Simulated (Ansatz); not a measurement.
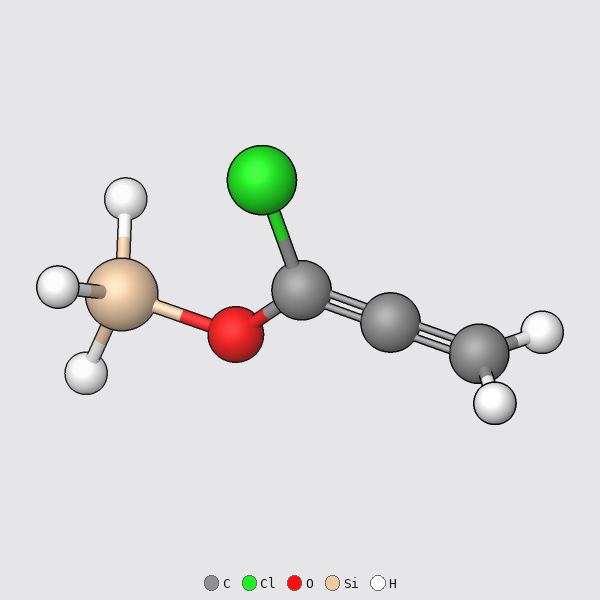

Computed geometry: PBE-D4/def2-SVP optimisation. No frequency run is at hand to confirm it as a minimum.

Give the structural formula.

SMILES: C=C=C(Cl)O[SiH3]

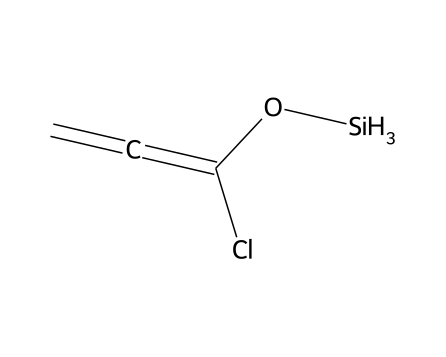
